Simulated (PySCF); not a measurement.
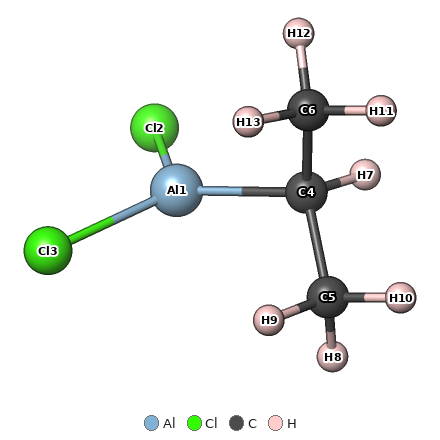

C₃H₇AlCl₂ (AlCl2(iPr)), SMILES C[CH](C)[Al]([Cl])[Cl], singlet. Vertical core-electron binding energies by ΔSCF (SCAN, pcX-2 on the ionised atom (unc-x2c-TZVPall on a metal), pcseg-1 elsewhere, spin-free X2C; PySCF, at a PBE0-D3(BJ)/def2-SVP geometry (no frequency check)), gas phase, against the vacuum level. One atom of each kind was ionised; within a panel, areas follow the number of like atoms and 2j + 1 (2p levels are split by first-order spin-orbit coupling, an approximation), Gaussians of 1.0 eV full width. Only the regions named are shown. Lines closer than the width merge in the curve.

Question: Predict the Al 2p photoelectron lines.

Answer:
```tsv
level	atoms	binding energy (eV)
Al 2p1/2	Al1	82.0
Al 2p3/2	Al1	81.4
```

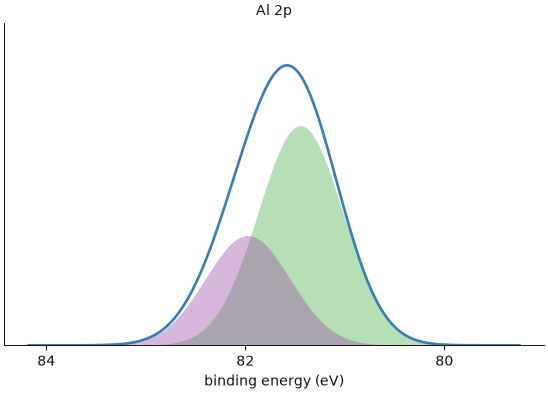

Caveats: one conformer of a flexible molecule.
